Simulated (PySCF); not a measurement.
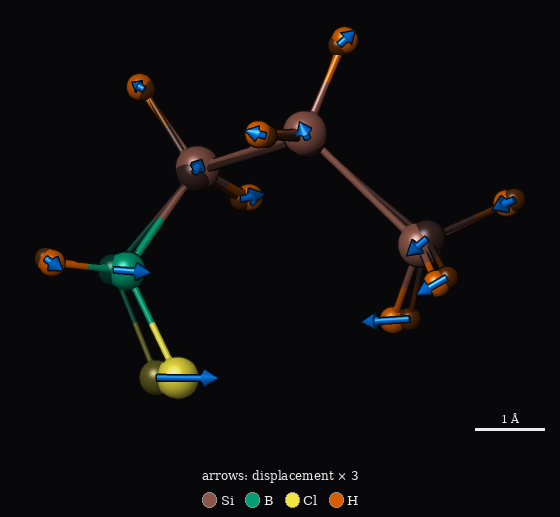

This is a relaxation of BSi$_{3}$H$_{8}$Cl. The starting structure is drawn faded, the final one solid; blue arrows show the displacements, 3 times their true length. The two geometries are superimposed by the best rigid fit.

The picture is a ball-and-stick view, seen at a tilt.

The start comes from GFN2-xTB. Its atoms were then displaced at random by about 0.01 Å.

The calculation used PySCF, PBE0-D3(BJ)/def2-SVP geometry optimisation, gas phase. 

**Describe the change and its energy.**

The Cl atom moves most after the best rigid fit: 0.34 Å. Largest moves by element: Cl 0.34 Å, H 0.26 Å, B 0.20 Å, Si 0.14 Å. Among the contacts that change: B–H 1.124 → 1.208 Å, Si–Si 2.284 → 2.356 Å, H–Si 1.453 → 1.498 Å, B–Cl 1.707 → 1.750 Å. Bond angles that change, for instance: Si–Si–B 109.8° → 102.6°, Si–Si–Si 114.2° → 107.8°, H–Si–H 102.0° → 108.1°. After 6 geometry steps the energy has fallen by 28.7 kJ/mol. The run took 49 s on 1 thread of Arm Neoverse V1, on a shared host.
